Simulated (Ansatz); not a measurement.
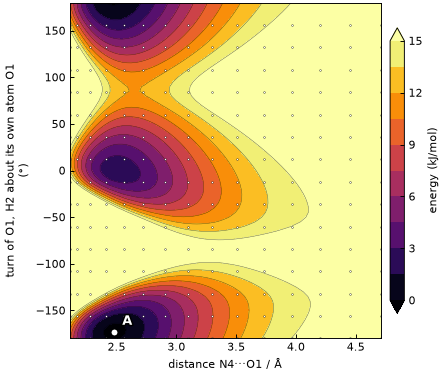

The pair HO···N₂, charge −1. The turn is about an axis along (−0.94, −0.34, 0.02) in the frame of the relaxed pair, normal to the line between the partners. First axis: distance N4···O1. Second axis: turn of O1, H2 about its own atom O1. The grid has 15 × 15 points. Points are written as (first, second). Energies are in kJ/mol, from the lowest grid point. Method: RKS PBE-D4/def2-TZVPD in Ansatz.

In the figure: filled contours, dots at the grid points, one colour for all values above the top of the scale, the well A. Between grid points the surface is interpolated.

### Where is the minimum, and how stiff is the well along each coordinate? Take the well at A.

The interpolated minimum is at distance N4···O1 ≈ 2.478 Å, the second coordinate ≈ −173°. The curvatures there are about 0.9 eV/Å² and 0.28 eV/rad², with a cross term of about −0.096 eV/(Å·rad). Round the minimum the valley is somewhat tilted: raising distance N4···O1 shifts the best value of the second coordinate upwards (coupling k₁₂/√(k₁₁k₂₂) about −0.2). (1 eV is 96.5 kJ/mol.)
